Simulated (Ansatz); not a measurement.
# AlClO (SMILES [O]=[Al][Cl]) at r2SCAN/STO-3G

Aim: the vertical singlet–triplet gap of AlClO at r2SCAN/STO-3G, from 2 runs. 

The calculation is run with Ansatz 0.2.0.

## (1) The molecule

AlClO: 3 atoms, total charge 0, spin state singlet. SMILES: `[O]=[Al][Cl]`. The shape comes from GFN2-xTB, which is rough for such elements, and wasn't checked as a minimum.

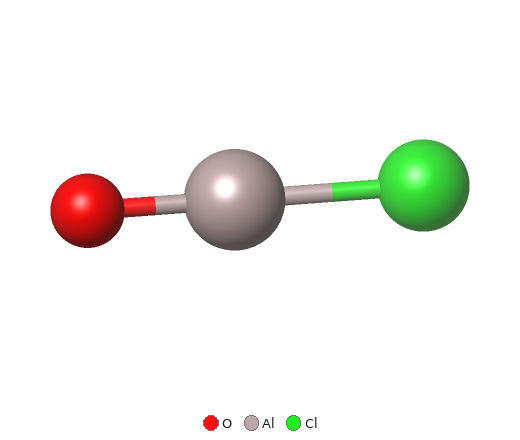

Viewed from a chosen angle; oxygen red, aluminium light grey, chlorine green.

## (2) The energy at r2SCAN/STO-3G

The input, job.yaml:

```yaml
crystal:
  periodic: [false, false, false]
  atoms:
    - {symbol: O, position_ang: [0.107470, 1.694260, 0.245960]}
    - {symbol: Al, position_ang: [0.009340, 0.147220, 0.021380]}
    - {symbol: Cl, position_ang: [-0.116820, -1.841490, -0.267330]}
basis:
  gaussian:
    orbitals: STO-3G
hamiltonian:
  xc: {name: r2SCAN}
accuracy: high
```

Command:

```
ansatz run job.yaml --threads 1 --pin off --max-ram 2610MiB --events-out events.jsonl --progress --plain --runs-dir runs
```

Standard output:

```text
Warning: RAYON_NUM_THREADS=1 ignored (pool sized by the plan → 1); use --threads N
Functional definition: r2SCAN
  name "r2SCAN"
  parameter k0 = 0.174
  parameter k1 = 0.065
  parameter a1 = 4.9479
  exchange = r2scan_x(k0 = k0, k1 = k1, a1 = a1)
  correlation = r2scan_c
396 factors; integrals over basis functions are off by at most 1.7e-8 eV
mean field evaluation 1: about -20911.8913 eV, gradient 4.6e1 eV
mean field evaluation 2: about -20744.9530 eV, gradient 1.8e2 eV
mean field evaluation 4: about -20921.1170 eV, gradient 6.5e0 eV
mean field evaluation 8: about -20921.2945 eV, gradient 1.3e0 eV
mean field evaluation 16: about -20921.2852 eV, gradient 4.5e-6 eV
mean field -20921.28520095 eV, -768.8430501784 hartree, gradient 2.7e-8 eV, S^2 0.000000; 0 other end points of the search recorded, 0 dependent functions left out
reference -20921.28520122 eV, -768.8430501886 hartree; 19, 19 occupied and 4, 4 virtual orbitals, 396 factors
Total energy: -20921.28520122 eV, -768.8430501886 hartree
```

Wall time 2.1 s (1 thread of Arm Neoverse V2, shared host); peak memory 0.14 GiB.

## (3) The triplet, same level

Edit job.yaml of step 2 so:

```diff
@@ -7,6 +7,6 @@
 basis:
-  gaussian:
-    orbitals: STO-3G
-hamiltonian:
-  xc: {name: r2SCAN}
+  gaussian: {orbitals: STO-3G}
+total_charge: 0
+magnetization: {spin_polarized: true, initial_magnetization: 2}
+hamiltonian: {xc: {name: r2SCAN}}
 accuracy: high
```

Command:

```
ansatz run job.yaml --threads 1 --pin off --max-ram 2610MiB --events-out events.jsonl --progress --plain --runs-dir runs
```

Standard output, shortened:

```text
Warning: RAYON_NUM_THREADS=1 ignored (pool sized by the plan → 1); use --threads N
[... 7 set-up lines as earlier in the session ...]
396 factors; integrals over basis functions are off by at most 1.7e-8 eV
mean field evaluation 1: about -20915.6697 eV, gradient 1.4e1 eV
mean field evaluation 2: about -20913.3176 eV, gradient 2.5e1 eV
mean field evaluation 4: about -20917.5038 eV, gradient 1.7e0 eV
mean field evaluation 8: about -20917.5340 eV, gradient 2.1e-2 eV
mean field evaluation 16: about -20917.5340 eV, gradient 3.2e-7 eV
mean field evaluation 32: about -20917.5348 eV, gradient 3.5e-2 eV
mean field evaluation 64: about -20917.5340 eV, gradient 5.0e-5 eV
mean field -20917.53398547 eV, -768.7051955521 hartree, gradient 6.3e-9 eV, S^2 2.001976; 8 other end points of the search recorded, 0 dependent functions left out
reference -20917.53398600 eV, -768.7051955717 hartree; 20, 18 occupied and 3, 5 virtual orbitals, 396 factors
Total energy: -20917.53398600 eV, -768.7051955717 hartree
```

Run time: 50 s. Hardware: 1 thread of Arm Neoverse V2, shared host; peak memory 0.23 GiB.

## (4) Summary of results

At r2SCAN/STO-3G:

```
                                        quantity          value
                           singlet: total energy  -768.84305 Eh
                           triplet: total energy  -768.70520 Eh
                                   triplet: ⟨S²⟩          2.002
vertical energy of the triplet above the singlet       3.751 eV
```

What this shows: At this shape the triplet lies 3.75 eV (87 kcal/mol) above the singlet.
